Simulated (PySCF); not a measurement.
# Run report: SiH₄S₂, geometry relaxation (part 1 of 3)

System: SiH₄S₂, SMILES [SiH3]SS.
Method: HF/STO-6G, RHF, COSMO solvent water (PySCF 2.14.0).

The geometry: force field.

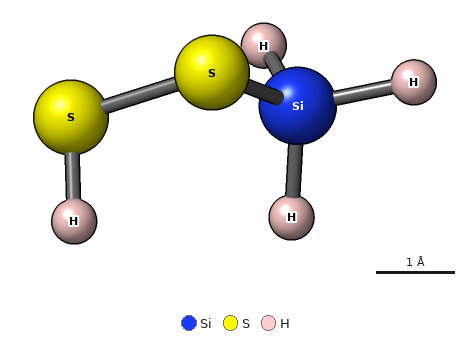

The starting structure (ball-and-stick view, seen at a tilt). Bond lengths as drawn: H–S 1.38 Å, H–Si 1.43 to 1.56 Å, S–S 2.04 Å and S–Si 2.10 Å.

Summary:

- outcome: converged
- total energy: −1082.580065 hartree
- solvation energy: −0.002701 hartree
- basis functions: 31
- HOMO: −6.94 eV
- LUMO: 9.07 eV
- dipole moment: 1.47 D
- hardware: 1 thread of Arm Neoverse V2, 24 GiB of memory available, shared host
- wall time: 2 min
- peak memory: 0.32 GiB

The input (run.py):
```python
# [SiH3]SS
from pyscf import gto, scf, solvent
from pyscf.geomopt.geometric_solver import kernel as optimise

system = gto.M(
    atom='input.xyz',
    basis='sto-6g',
    max_memory=1860,
    verbose=4,
)

mf = scf.RHF(system)
mf = mf.PCM()
mf.with_solvent.method = 'COSMO'
mf.with_solvent.eps = 78.3553  # water
converged, mol_eq = optimise(mf, maxsteps=100)
print('converged:', converged)
print(mol_eq.tostring())

mf.reset(mol_eq)
system = mol_eq
mf.kernel()
e_final = mf.e_tot
print('Final energy', e_final)
```

File input.xyz:
```
7
H4S2Si
Si    -0.806900     0.486500    -0.172500
S      0.384600    -0.132500     1.438300
S      1.392300    -1.618100     0.464800
H     -1.664800    -0.566800    -0.629500
H      0.013400     0.957500    -1.328900
H     -1.681500     1.693800     0.270000
H      2.424200    -0.888400    -0.087800
```

Command:
```bash
OMP_NUM_THREADS=1 python run.py
```

Output:
```
PySCF version 2.14.0

[INPUT] num. atoms = 7
[INPUT] num. electrons = 50
[INPUT] charge = 0
[INPUT] spin (= nelec alpha-beta = 2S) = 0
[INPUT] symmetry False subgroup None
[INPUT] Mole.unit = angstrom
[INPUT] Symbol           X                Y                Z      unit          X                Y                Z       unit  Magmom
[INPUT]  1 Si    -0.806900000000   0.486500000000  -0.172500000000 AA   -1.524820009912   0.919351759601  -0.325977756487 Bohr   0.0
[INPUT]  2 S      0.384600000000  -0.132500000000   1.438300000000 AA    0.726788667508  -0.250388711505   2.717993084962 Bohr   0.0
[INPUT]  3 S      1.392300000000  -1.618100000000   0.464800000000 AA    2.631065683232  -3.057765842159   0.878344702698 Bohr   0.0
[INPUT]  4 H     -1.664800000000  -0.566800000000  -0.629500000000 AA   -3.146016052176  -1.071096767403  -1.189582595414 Bohr   0.0
[INPUT]  5 H      0.013400000000   0.957500000000  -1.328900000000 AA    0.025322330069   1.809412764271  -2.511257046935 Bohr   0.0
[INPUT]  6 H     -1.681500000000   1.693800000000   0.270000000000 AA   -3.177574478456   3.200818109788   0.510226053633 Bohr   0.0
[INPUT]  7 H      2.424200000000  -0.888400000000  -0.087800000000 AA    4.581074071171  -1.678832689064  -0.165917953737 Bohr   0.0

nuclear repulsion = 203.710435840814
number of shells = 19
number of NR pGTOs = 186
number of NR cGTOs = 31
basis = sto-6g
ecp = {}
Create scanner for <class 'pyscf.solvent.grad.pcm.PCMGradients'>
Create scanner for <class 'pyscf.solvent._attach_solvent.PCMRHF'>

#|     Arguments passed to driver run_optimizer():      |#
customengine              <pyscf.geomopt.geometric_solver.PySCFEngine object>
maxiter                   100
----------------------------------------------------------
Custom engine selected.
Bonds will be generated from interatomic distances less than 1.20 times sum of covalent radii
21 internal coordinates being used (instead of 21 Cartesians)
Internal coordinate system (atoms numbered from 1):
Distance 1-2
Distance 1-4
Distance 1-5
Distance 1-6
Distance 2-3
Distance 3-7
Angle 2-1-4
Angle 2-1-5
Angle 2-1-6
Angle 4-1-5
Angle 4-1-6
Angle 5-1-6
Angle 1-2-3
Angle 2-3-7
Dihedral 4-1-2-3
Dihedral 5-1-2-3
Dihedral 6-1-2-3
Dihedral 1-2-3-7
Translation-X 1-7
Translation-Y 1-7
Translation-Z 1-7
Rotation-A 1-7
Rotation-B 1-7
Rotation-C 1-7
<class 'geometric.internal.Distance'> : 6
<class 'geometric.internal.Angle'> : 8
<class 'geometric.internal.Dihedral'> : 4
<class 'geometric.internal.TranslationX'> : 1
<class 'geometric.internal.TranslationY'> : 1
<class 'geometric.internal.TranslationZ'> : 1
<class 'geometric.internal.RotationA'> : 1
<class 'geometric.internal.RotationB'> : 1
<class 'geometric.internal.RotationC'> : 1
> ===== Optimization Info: ====
> Job type: Energy minimization
> Maximum number of optimization cycles: 100
> Initial / maximum trust radius (Angstrom): 0.100 / 0.300
> Convergence Criteria:
> Will converge when all 5 criteria are reached:
>  |Delta-E| < 1.00e-06
>  RMS-Grad  < 3.00e-04
>  Max-Grad  < 4.50e-04
>  RMS-Disp  < 1.20e-03
>  Max-Disp  < 1.80e-03
> === End Optimization Info ===

Geometry optimization cycle 1
Cartesian coordinates (Angstrom)
 Atom        New coordinates             dX        dY        dZ
  Si  -0.806900   0.486500  -0.172500    0.000000  0.000000  0.000000
   S   0.384600  -0.132500   1.438300    0.000000  0.000000  0.000000
   S   1.392300  -1.618100   0.464800    0.000000  0.000000  0.000000
   H  -1.664800  -0.566800  -0.629500    0.000000  0.000000  0.000000
   H   0.013400   0.957500  -1.328900    0.000000  0.000000  0.000000
   H  -1.681500   1.693800   0.270000    0.000000 -0.000000  0.000000
   H   2.424200  -0.888400  -0.087800   -0.000000  0.000000  0.000000

WARN: Mole.unit (angstrom) is changed to Bohr

New geometry
   1 Si    -0.806900000000   0.486500000000  -0.172500000000 AA   -1.524820009912   0.919351759601  -0.325977756487 Bohr
   2 S      0.384600000000  -0.132500000000   1.438300000000 AA    0.726788667508  -0.250388711505   2.717993084962 Bohr
   3 S      1.392300000000  -1.618100000000   0.464800000000 AA    2.631065683232  -3.057765842159   0.878344702698 Bohr
   4 H     -1.664800000000  -0.566800000000  -0.629500000000 AA   -3.146016052176  -1.071096767403  -1.189582595414 Bohr
   5 H      0.013400000000   0.957500000000  -1.328900000000 AA    0.025322330069   1.809412764271  -2.511257046935 Bohr
   6 H     -1.681500000000   1.693800000000   0.270000000000 AA   -3.177574478456   3.200818109788   0.510226053633 Bohr
   7 H      2.424200000000  -0.888400000000  -0.087800000000 AA    4.581074071171  -1.678832689064  -0.165917953737 Bohr

******** <class 'pyscf.scf.hf.PCMRHF_Scanner'> ********
method = PCMRHF_Scanner
initial guess = minao
damping factor = 0
level_shift factor = 0
DIIS = <class 'pyscf.scf.diis.CDIIS'>
diis_start_cycle = 1
diis_space = 8
diis_damp = 0
SCF conv_tol = 1e-09
SCF conv_tol_grad = None
SCF max_cycles = 50
direct_scf = True
direct_scf_tol = 1e-13
******** <class 'pyscf.solvent.pcm.PCM'> (In testing) ********

WARN: PCM is an experimental feature. It is still in testing.
Features and APIs may be changed in the future.

lebedev_order = 29 (302 grids per sphere)
eps = 78.3553
frozen = False
Set gradient conv threshold to 3.16228e-05
Initial guess from minao.
PCM E_diel = -0.0307746344849473
Solvent Energy = -0.0307746344849473
init E= -1082.12433353934
  HOMO = -0.146016842956163  LUMO = 0.204221629959116  gap/eV = 9.53047
PCM E_diel = -0.0069043027519259
Solvent Energy = -0.0069043027519259
cycle= 1 E= -1082.54309527106  delta_E= -0.419  |g|= 0.195  |ddm|= 3.17
  HOMO = -0.235942168280867  LUMO = 0.363363718229459  gap/eV = 16.30794
PCM E_diel = -0.00302864523200821
Solvent Energy = -0.00302864523200821
cycle= 2 E= -1082.56379630747  delta_E= -0.0207  |g|= 0.0407  |ddm|= 0.411
  HOMO = -0.25262166235147  LUMO = 0.343082683500006  gap/eV = 16.20994
PCM E_diel = -0.00265669374706726
Solvent Energy = -0.00265669374706726
cycle= 3 E= -1082.56476922669  delta_E= -0.000973  |g|= 0.00815  |ddm|= 0.0899
  HOMO = -0.254920136611134  LUMO = 0.341238493495949  gap/eV = 16.22230
PCM E_diel = -0.00257101148040252
Solvent Energy = -0.00257101148040252
cycle= 4 E= -1082.56481769008  delta_E= -4.85e-05  |g|= 0.00114  |ddm|= 0.0236
  HOMO = -0.254684747997787  LUMO = 0.34131200102461  gap/eV = 16.21790
PCM E_diel = -0.00257062869839225
Solvent Energy = -0.00257062869839225
cycle= 5 E= -1082.56481892807  delta_E= -1.24e-06  |g|= 0.000302  |ddm|= 0.00399
  HOMO = -0.254700961760172  LUMO = 0.341311738400066  gap/eV = 16.21833
PCM E_diel = -0.00257143562369007
Solvent Energy = -0.00257143562369007
cycle= 6 E= -1082.56481904322  delta_E= -1.15e-07  |g|= 7.44e-05  |ddm|= 0.00142
  HOMO = -0.254709642532117  LUMO = 0.341297003365987  gap/eV = 16.21817
PCM E_diel = -0.00257151385026327
Solvent Energy = -0.00257151385026327
cycle= 7 E= -1082.56481905163  delta_E= -8.42e-09  |g|= 1.82e-05  |ddm|= 0.000422
  HOMO = -0.254710784708324  LUMO = 0.34129816365231  gap/eV = 16.21823
PCM E_diel = -0.00257152261422874
Solvent Energy = -0.00257152261422874
cycle= 8 E= -1082.56481905214  delta_E= -5.02e-10  |g|= 3.65e-06  |ddm|= 0.000114
  HOMO = -0.254709967088817  LUMO = 0.341298728839022  gap/eV = 16.21822
PCM E_diel = -0.00257152073400932
Solvent Energy = -0.00257152073400932
Extra cycle  E= -1082.56481905215  delta_E= -1.41e-11  |g|= 1.74e-06  |ddm|= 1.11e-05
converged SCF energy = -1082.56481905215

******** <class 'pyscf.grad.rhf.PCMGradients_Scanner'> for <class 'pyscf.scf.hf.PCMRHF_Scanner'> ********
unit = Eh/Bohr
--------------- PCMRHF_Scanner (+PCM) gradients ---------------
         x                y                z
0 Si     0.0307318661    -0.0649665739     0.0220127438
1 S     0.0000174127    -0.0088488171    -0.0066006217
2 S    -0.0349987546     0.0021025742     0.0177275270
3 H    -0.0052029227    -0.0050011399    -0.0033965846
4 H     0.0178926209     0.0139933938    -0.0298333330
5 H    -0.0340786579     0.0490479202     0.0154356889
6 H     0.0256384355     0.0136726428    -0.0153454204
----------------------------------------------
cycle 1: E = -1082.56481905  dE = -1082.56  norm(grad) = 0.116918
Step    0 : Gradient = 4.419e-02/7.516e-02 (rms/max) Energy = -1082.5648190522
Hessian Eigenvalues: 2.30000e-02 2.30000e-02 5.00000e-02 ... 2.50000e-01 2.54893e-01 3.01826e-01

Geometry optimization cycle 2
Cartesian coordinates (Angstrom)
 Atom        New coordinates             dX        dY        dZ
  Si  -0.850419   0.544631  -0.202981   -0.043519  0.058131 -0.030481
   S   0.406865  -0.117687   1.367067    0.022265  0.014813 -0.071233
   S   1.464704  -1.652699   0.465610    0.072404 -0.034599  0.000810
   H  -1.711157  -0.492760  -0.630675   -0.046357  0.074040 -0.001175
   H  -0.092704   0.969573  -1.286695   -0.106104  0.012073  0.042205
   H  -1.593587   1.587626   0.240664    0.087913 -0.106174 -0.029336
   H   2.437599  -0.906684   0.001409    0.013399 -0.018284  0.089209
New geometry
   1 Si    -0.850419040743   0.544630577921  -0.202981147312 AA   -1.607059078120   1.029202631333  -0.383578776869 Bohr
   2 S      0.406865077162  -0.117686910529   1.367067136655 AA    0.768863565485  -0.222396029345   2.583382482171 Bohr
   3 S      1.464703701165  -1.652699455109   0.465610164306 AA    2.767888848838  -3.123149336374   0.879875691353 Bohr
   4 H     -1.711157433747  -0.492760231277  -0.630674956963 AA   -3.233618905795  -0.931181882192  -1.191802942282 Bohr
   5 H     -0.092704323298   0.969573213936  -1.286694842598 AA   -0.175185781597   1.832227832053  -2.431500858400 Bohr
   6 H     -1.593587209131   1.587626318750   0.240664406900 AA   -3.011443380868   3.000178930589   0.454789816972 Bohr
   7 H      2.437599228591  -0.906683513691   0.001409239008 AA    4.606394943488  -1.713383522535   0.002663075769 Bohr

******** <class 'pyscf.scf.hf.PCMRHF_Scanner'> ********
method = PCMRHF_Scanner
initial guess = minao
damping factor = 0
level_shift factor = 0
DIIS = <class 'pyscf.scf.diis.CDIIS'>
diis_start_cycle = 1
diis_space = 8
diis_damp = 0
SCF conv_tol = 1e-09
SCF conv_tol_grad = None
SCF max_cycles = 50
direct_scf = True
direct_scf_tol = 1e-13
******** <class 'pyscf.solvent.pcm.PCM'> (In testing) ********

WARN: PCM is an experimental feature. It is still in testing.
Features and APIs may be changed in the future.

lebedev_order = 29 (302 grids per sphere)
eps = 78.3553
frozen = False
Set gradient conv threshold to 3.16228e-05
PCM E_diel = -0.00429269349971196
Solvent Energy = -0.00429269349971196
init E= -1082.6799407608
  HOMO = -0.24710332112869  LUMO = 0.334900947621731  gap/eV = 15.83714
PCM E_diel = -0.00313998029713285
Solvent Energy = -0.00313998029713285
cycle= 1 E= -1082.57588482503  delta_E= 0.104  |g|= 0.0336  |ddm|= 0.213
  HOMO = -0.252132658638814  LUMO = 0.334415861265556  gap/eV = 15.96080
PCM E_diel = -0.00277750186523972
Solvent Energy = -0.00277750186523972
cycle= 2 E= -1082.57666350315  delta_E= -0.000779  |g|= 0.00956  |ddm|= 0.0876
  HOMO = -0.254577900840069  LUMO = 0.330605726385752  gap/eV = 15.92366
PCM E_diel = -0.00274902634136413
Solvent Energy = -0.00274902634136413
cycle= 3 E= -1082.57674893829  delta_E= -8.54e-05  |g|= 0.00383  |ddm|= 0.0295
  HOMO = -0.25525492221829  LUMO = 0.330188070271183  gap/eV = 15.93072
PCM E_diel = -0.00273939258919058
Solvent Energy = -0.00273939258919058
cycle= 4 E= -1082.57676969249  delta_E= -2.08e-05  |g|= 0.00114  |ddm|= 0.0188
  HOMO = -0.255176796530619  LUMO = 0.330316037122161  gap/eV = 15.93207
PCM E_diel = -0.00274216894001683
Solvent Energy = -0.00274216894001683
cycle= 5 E= -1082.57677181448  delta_E= -2.12e-06  |g|= 0.000191  |ddm|= 0.00732
  HOMO = -0.255186941669033  LUMO = 0.330318929087536  gap/eV = 15.93243
PCM E_diel = -0.00274269628292495
Solvent Energy = -0.00274269628292495
cycle= 6 E= -1082.5767718672  delta_E= -5.27e-08  |g|= 3.49e-05  |ddm|= 0.00112
  HOMO = -0.255187830699643  LUMO = 0.330319988466595  gap/eV = 15.93248
PCM E_diel = -0.0027426999439768
Solvent Energy = -0.0027426999439768
cycle= 7 E= -1082.57677186878  delta_E= -1.58e-09  |g|= 5.35e-06  |ddm|= 0.000187
  HOMO = -0.255186855496856  LUMO = 0.330320990774046  gap/eV = 15.93248
PCM E_diel = -0.00274269867237532
Solvent Energy = -0.00274269867237532
cycle= 8 E= -1082.57677186881  delta_E= -3.07e-11  |g|= 7.82e-07  |ddm|= 2.71e-05
  HOMO = -0.255186865621958  LUMO = 0.330320920336076  gap/eV = 15.93248
PCM E_diel = -0.00274269764816676
Solvent Energy = -0.00274269764816676
Extra cycle  E= -1082.57677186881  delta_E= -3.87e-12  |g|= 3.12e-07  |ddm|= 2.4e-06
converged SCF energy = -1082.57677186881

******** <class 'pyscf.grad.rhf.PCMGradients_Scanner'> for <class 'pyscf.scf.hf.PCMRHF_Scanner'> ********
unit = Eh/Bohr
--------------- PCMRHF_Scanner (+PCM) gradients ---------------
         x                y                z
0 Si    -0.0136402446     0.0346780869     0.0014252069
1 S    -0.0000666094     0.0010517015    -0.0014902253
2 S     0.0116372381     0.0039658644    -0.0051209863
3 H     0.0016500146     0.0024511299     0.0008938380
4 H    -0.0105848035    -0.0048252888     0.0148391924
5 H     0.0221298661    -0.0311190676    -0.0158489556
6 H    -0.0111254614    -0.0062024263     0.0053019299
----------------------------------------------
cycle 2: E = -1082.57677187  dE = -0.0119528  norm(grad) = 0.0619362
Step    1 : Displace = 9.826e-02/1.409e-01 (rms/max) Trust = 1.000e-01 (=) Grad = 2.341e-02/4.134e-02 (rms/max) E (change) = -1082.5767718688 (-1.195e-02) Quality = 0.552
Hessian Eigenvalues: 2.29852e-02 2.30002e-02 5.00000e-02 ... 2.54241e-01 2.88233e-01 3.03175e-01

Geometry optimization cycle 3
Cartesian coordinates (Angstrom)
 Atom        New coordinates             dX        dY        dZ
  Si  -0.852716   0.535267  -0.210796   -0.002297 -0.009363 -0.007814
   S   0.406791  -0.119915   1.362270   -0.000074 -0.002228 -0.004797
   S   1.462470  -1.654808   0.460260   -0.002234 -0.002108 -0.005350
   H  -1.715442  -0.508629  -0.632764   -0.004284 -0.015869 -0.002089
   H  -0.079114   0.965587  -1.322160    0.013591 -0.003986 -0.035465
   H  -1.638054   1.637134   0.280954   -0.044466  0.049508  0.040289
   H   2.477364  -0.922637   0.016636    0.039764 -0.015953  0.015227
New geometry
   1 Si    -0.852715615850   0.535267326908  -0.210795562004 AA   -1.611398976095   1.011508651285  -0.398345880461 Bohr
   2 S      0.406791497606  -0.119914823463   1.362269690717 AA    0.768724520277  -0.226606174620   2.574316623251 Bohr
   3 S      1.462469647816  -1.654807604142   0.460260130255 AA    2.763667099860  -3.127133160676   0.869765592239 Bohr
   4 H     -1.715441802244  -0.508629491269  -0.632763636908 AA   -3.241715188872  -0.961170437376  -1.195749975339 Bohr
   5 H     -0.079113757591   0.965587499192  -1.322160332334 AA   -0.149503334533   1.824695922777  -2.498520920875 Bohr
   6 H     -1.638053587928   1.637133952999   0.280953764203 AA   -3.095472658546   3.093734800394   0.530925668010 Bohr
   7 H      2.477363618190  -0.922636860224   0.016635946064 AA    4.681538749341  -1.743530978251   0.031437381885 Bohr

******** <class 'pyscf.scf.hf.PCMRHF_Scanner'> ********
method = PCMRHF_Scanner
initial guess = minao
damping factor = 0
level_shift factor = 0
DIIS = <class 'pyscf.scf.diis.CDIIS'>
diis_start_cycle = 1
diis_space = 8
diis_damp = 0
SCF conv_tol = 1e-09
SCF conv_tol_grad = None
SCF max_cycles = 50
direct_scf = True
direct_scf_tol = 1e-13
******** <class 'pyscf.solvent.pcm.PCM'> (In testing) ********

WARN: PCM is an experimental feature. It is still in testing.
Features and APIs may be changed in the future.

lebedev_order = 29 (302 grids per sphere)
eps = 78.3553
frozen = False
Set gradient conv threshold to 3.16228e-05
PCM E_diel = -0.00363967863342898
Solvent Energy = -0.00363967863342898
init E= -1082.55425763989
  HOMO = -0.25786458588262  LUMO = 0.328031280787738  gap/eV = 15.94304
PCM E_diel = -0.00264618318704973
Solvent Energy = -0.00264618318704973
cycle= 1 E= -1082.57970105786  delta_E= -0.0254  |g|= 0.0105  |ddm|= 0.0732
  HOMO = -0.255626743184905  LUMO = 0.330050993205923  gap/eV = 15.93710
PCM E_diel = -0.00271686310921529
Solvent Energy = -0.00271686310921529
cycle= 2 E= -1082.57977916161  delta_E= -7.81e-05  |g|= 0.00329  |ddm|= 0.0278
  HOMO = -0.255118002116603  LUMO = 0.331107641822136  gap/eV = 15.95201
PCM E_diel = -0.00272064276110047
Solvent Energy = -0.00272064276110047
cycle= 3 E= -1082.57978878336  delta_E= -9.62e-06  |g|= 0.000997  |ddm|= 0.0112
  HOMO = -0.255011411825899  LUMO = 0.331114666008828  gap/eV = 15.94930
PCM E_diel = -0.00272153800852766
Solvent Energy = -0.00272153800852766
cycle= 4 E= -1082.5797898502  delta_E= -1.07e-06  |g|= 0.000226  |ddm|= 0.00439
  HOMO = -0.255041886965959  LUMO = 0.331090301974785  gap/eV = 15.94947
PCM E_diel = -0.00272103715142734
Solvent Energy = -0.00272103715142734
cycle= 5 E= -1082.57978991164  delta_E= -6.14e-08  |g|= 4.6e-05  |ddm|= 0.00113
  HOMO = -0.255041267374301  LUMO = 0.331092182215837  gap/eV = 15.94950
PCM E_diel = -0.00272106235454901
Solvent Energy = -0.00272106235454901
cycle= 6 E= -1082.57978991476  delta_E= -3.12e-09  |g|= 1.39e-05  |ddm|= 0.000238
  HOMO = -0.255042647890433  LUMO = 0.331092005106999  gap/eV = 15.94954
PCM E_diel = -0.00272110191331463
Solvent Energy = -0.00272110191331463
cycle= 7 E= -1082.57978991508  delta_E= -3.26e-10  |g|= 1.49e-06  |ddm|= 9.76e-05
  HOMO = -0.255042739757602  LUMO = 0.331091860221859  gap/eV = 15.94953
PCM E_diel = -0.00272110365806046
Solvent Energy = -0.00272110365806046
Extra cycle  E= -1082.57978991508  delta_E= 4.55e-13  |g|= 6.76e-07  |ddm|= 4.8e-06
converged SCF energy = -1082.57978991508

******** <class 'pyscf.grad.rhf.PCMGradients_Scanner'> for <class 'pyscf.scf.hf.PCMRHF_Scanner'> ********
unit = Eh/Bohr
--------------- PCMRHF_Scanner (+PCM) gradients ---------------
         x                y                z
0 Si     0.0053061463    -0.0090113001    -0.0029820907
1 S    -0.0005756000     0.0006031375    -0.0000275113
2 S     0.0018221059    -0.0010012246    -0.0005954817
3 H     0.0004441963     0.0002352589     0.0002776677
4 H     0.0006071570     0.0001830060    -0.0004750395
5 H    -0.0067913625     0.0093433625     0.0035840610
6 H    -0.0008126431    -0.0003522402     0.0002183946
```
